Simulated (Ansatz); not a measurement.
# How methods differ on GeH2Cl2O (SMILES [OH][GeH]([Cl])[Cl])

The species is GeH2Cl2O (6 atoms), meant as a singlet with charge 0. As SMILES, `[OH][GeH]([Cl])[Cl]`. The shape is that of a PBE0-D4/def2-TZVP optimisation. This is one conformer, not always the lowest.

| atom | x (Å) | y (Å) | z (Å) |
| --- | --- | --- | --- |
| O | -0.1610 | 1.2910 | -0.6142 |
| Ge | -0.0654 | -0.1488 | 0.3789 |
| Cl | 1.9485 | -0.8626 | 0.4217 |
| Cl | -1.2524 | -1.7006 | -0.4874 |
| H | 0.1264 | 1.1520 | -1.5210 |
| H | -0.5540 | 0.2049 | 1.7757 |

Each level gives the energy change with the Ge2–Cl3 bond stretched from 2.137 to 3.206 Å (eV). The values are calculated.

```
                         level                    kind  program  value (eV)  less CCSD(T)/cc-pVDZ  CPU time (all runs)
       HF/cc-pVDZ (restricted)            Hartree–Fock   Ansatz        2.98                 +0.37                4.2 s
   r2SCAN/cc-pVDZ (restricted)                meta-GGA   Ansatz        2.44                 -0.17                 13 s
    BHLYP/cc-pVDZ (restricted)           global hybrid   Ansatz        2.74                 +0.13                9.2 s
CAM-B3LYP/cc-pVDZ (restricted)  range-separated hybrid   Ansatz        2.66                 +0.05                9.2 s
 RPA@PBE0/cc-pVDZ (restricted)                     RPA   Ansatz        2.54                 -0.07                 13 s
      MP2/cc-pVDZ (restricted)     perturbation theory   Ansatz        2.79                 +0.18                4.9 s
  CCSD(T)/cc-pVDZ (restricted)   coupled cluster or CI   Ansatz        2.61                  0.00                 20 s
     CCSD/cc-pVDZ (restricted)   coupled cluster or CI   Ansatz        2.73                 +0.12                 17 s
```

Differences are taken from CCSD(T)/cc-pVDZ (restricted) for orientation; it has basis-set and higher-order errors of its own. All-electron rows without a relativistic Hamiltonian named are non-relativistic. The first shape isn't each level's own minimum. The values span 2.44 to 2.98 eV. In the correlated wave-function rows the outer d shell of Ge is correlated, in sets not made for it. Times are those of the runs behind each value, whatever else they computed, on shared processors of several kinds: orders of magnitude only.

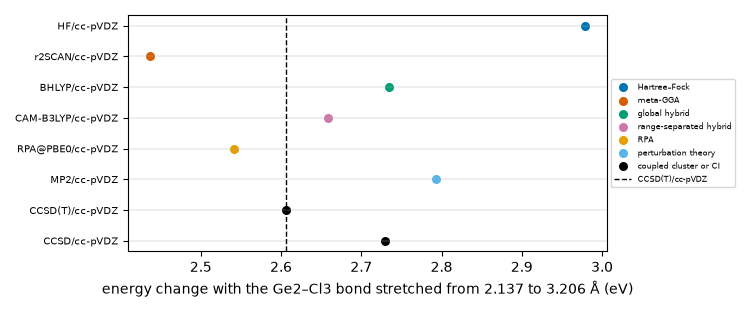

The values of the table, level by level.
